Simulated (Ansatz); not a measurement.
The figure comes from a scan of CsPbCl3 (cubic perovskite): one Cs atom of a 5-atom cell moves by s along Cartesian x, with its periodic images. All values below come from r2SCAN (plane waves to 500 eV, PAW, scalar-relativistic; Ansatz, a program for electronic structure). k mesh 5×5×5 (Γ-centred), Fermi-Dirac smearing 0.05 eV. The energy includes the smearing's −TS. CsPbCl3 was relaxed with its symmetry unable to fall. Spin-orbit coupling is left out, though Pb is heavy. This is a high-temperature form of CsPbCl3. The zero of ΔE is the undisplaced structure.

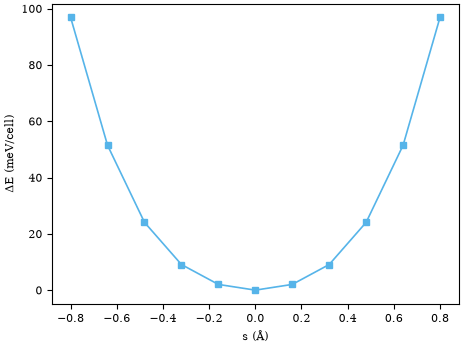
Figure: ΔE (meV/cell) against s (Å); one marker a computed point.

**Question.** List the plotted points as numbers.

**Answer.** To the nearest 2:

```tsv
s (Å)	ΔE (meV/cell)
-0.800	96
-0.640	52
-0.480	24
-0.320	10
-0.160	2
0.000	0
0.160	2
0.320	10
0.480	24
0.640	52
0.800	96
```

(For displaced atoms, the force is minus the slope of the energy, and its curvature is a force constant, which sets phonon frequencies.)
